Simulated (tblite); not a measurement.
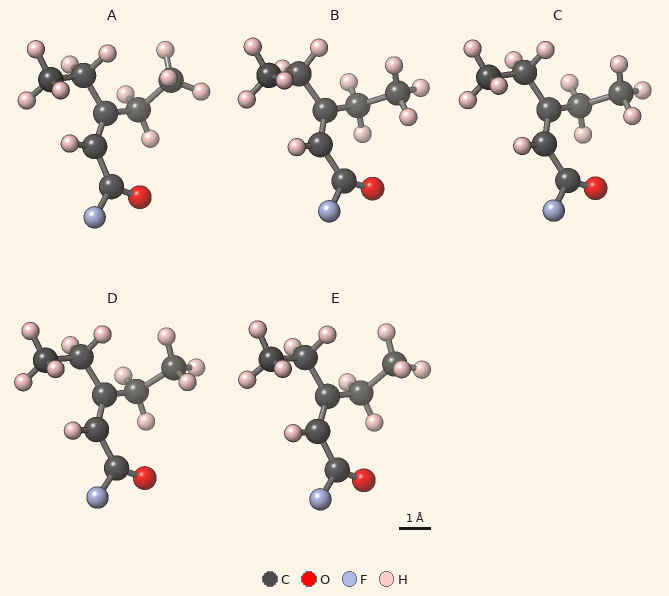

5 geometries from one relaxation of C7H11FO, in shuffled order. The picture is a ball-and-stick view, seen at a tilt.

Level of theory: tblite 0.8.0, GFN2-xTB geometry optimisation, gas phase. 

Q: Put them in the order of the run, from the start to the converged end.

A: A, E, D, C, B. They are steps 0, 33, 79, 111, 172, at +76.6 kJ/mol, +6.42 kJ/mol, +3.66 kJ/mol, +1.61 kJ/mol relative to the last. The energy falls by 76.6 kJ/mol in 172 geometry steps. The largest move after the best rigid fit is that of an H atom, 1.44 Å. By element the largest moves are H 1.44 Å, C 0.46 Å, F 0.44 Å, O 0.44 Å. Among the contacts that change: C–O 1.255 → 1.188 Å, C–H 1.137 → 1.092 Å, C–C 1.300 → 1.345 Å, C–H 1.104 → 1.079 Å. Among the angles between lasting bonds that change: C–C–F 118.3° → 109.8°, C–C–H 102.3° → 109.2°, C–C–O 126.4° → 132.4°. Groups turn about C–C by about 45°, C–C by about 30°.
